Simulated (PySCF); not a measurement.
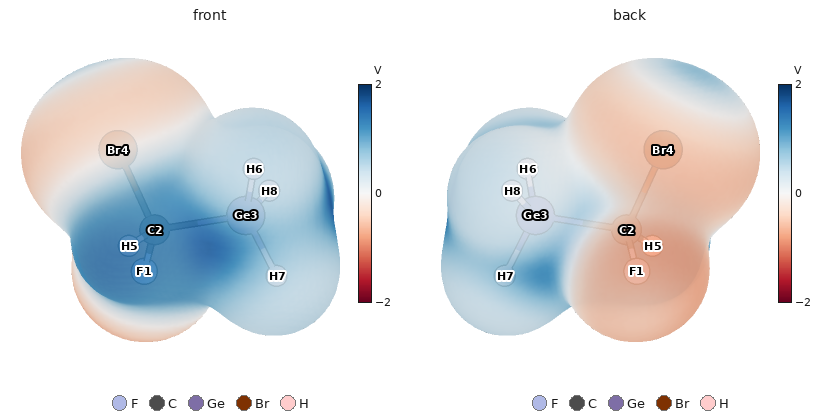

The picture shows: CH4BrFGe. The molecular electrostatic potential painted on the density surface at 0.002 e/bohr³, seen from the front and from behind; red is negative and blue positive.

Geometry: GFN2-xTB.

Computed with PySCF, wB97X-D/def2-SVPD, SCF density, gas phase.

```xyz
8

F     1.3677   -1.0172    0.9258
C     0.9457   -0.2414   -0.1081
Ge   -1.0203    0.0512    0.0123
Br    1.7879    1.5185    0.0423
H     1.3294   -0.6854   -1.0297
H    -1.4114    0.9255   -1.1296
H    -1.7146   -1.2701   -0.0503
H    -1.2753    0.7283    1.3128
```

Which sites attract a positive test charge, and which a negative one?

Answer. A positive charge is drawn to the negative regions and a negative charge to the positive ones. The most negative region (about −0.8 V, or −18 kcal/mol for a unit charge) lies over F1, the most positive (about +1.6 V, or +37 kcal/mol for a unit charge) over Ge3. Br4 shows a σ-hole: about +0.8 V, or +18 kcal/mol for a unit charge at the tip opposite its bond, against about −0.4 V, or −9 kcal/mol for a unit charge on its flanks.

What dipole moment does the calculation give?

Answer. Its dipole moment is 1.98 D.
